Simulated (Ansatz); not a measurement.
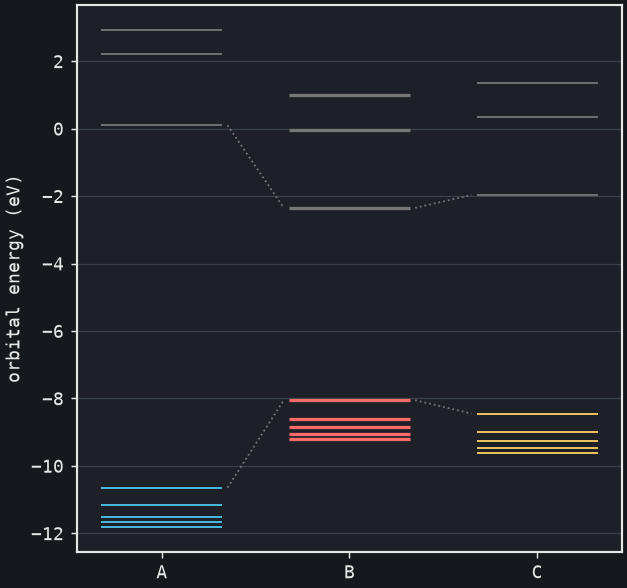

Frontier orbital energies of BBr₂Cl, SMILES ClB(Br)Br at one geometry, def2-TZVPP, the Ansatz code, at a PBE0-D4/def2-TZVP geometry (a minimum by its frequencies). Empty levels are grey, levels within 0.1 eV stand side by side; all columns show the same few orbitals around the gap. Dotted lines join the HOMOs and the LUMOs.

### The columns come from HSE06, PBE0 and ωB97M-V. Which is which?

A: ωB97M-V (HOMO −10.65, LUMO 0.10, separation 10.75 eV)
B: HSE06 (HOMO −8.05, LUMO −2.35, separation 5.70 eV)
C: PBE0 (HOMO −8.45, LUMO −1.97, separation 6.48 eV)

Limits of at least one run: empty levels above zero depend strongly on the basis; no scalar relativity up to krypton; spin-orbit coupling is left out, and with Br it can shift these levels and split any degenerate set.
